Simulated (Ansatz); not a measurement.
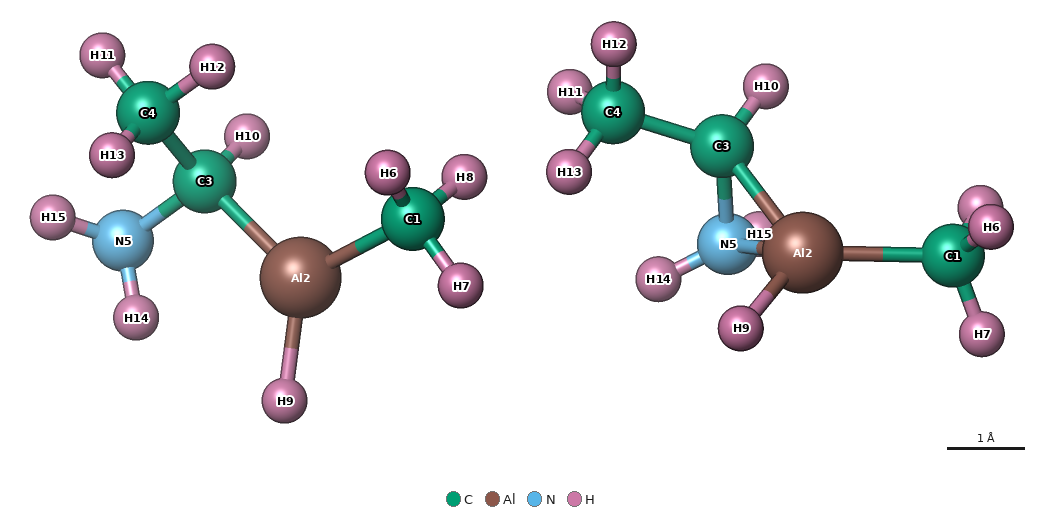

Two geometries of C$_{3}$H$_{10}$AlN, drawn at one scale. One is the start of a relaxation, the other its converged end. Style: ball-and-stick. Shown at a tilt.

All numbers below come from RKS B3LYP-D4/def2-SVP (Ansatz 0.2.0). Set-up: no spin polarisation; force threshold 0.015 eV/Å; at most 40 steps.

Which of the two is the end point?

Answer. The right one is the relaxed one. The run prepares an end point of a later path (inversion) calculation, from a guessed geometry. Over 28 accepted moves (31 points after the start) the energy falls by 1.337 eV. The largest force component goes from 5.8 to 0.0078 eV/Å. The line search rejected the trial steps at points 6, 11, 24 of the run. The largest move after the best rigid fit is that of H15, 2.56 Å. Largest moves by element: H 2.56 Å, N 1.22 Å, C 0.82 Å, Al 0.78 Å. Near-neighbour distances that change, for instance: Al2–N5 2.874 → 2.035 Å, C4–H13 1.021 → 1.104 Å, C4–H12 1.166 → 1.102 Å, C1–H6 1.045 → 1.105 Å. Among the angles between lasting bonds that change: Al2–C3–N5 109.9° → 69.6°, Al2–C3–C4 110.0° → 128.3°, H11–C4–H13 116.4° → 107.7°. Groups turn about C3–N5 by about 110°, C1–Al2 by about 45°. Cost: 64 s on 2 threads of Intel(R) Xeon(R) 6975P-C (Granite Rapids), with other jobs on the host, peak memory 0.33 GiB.
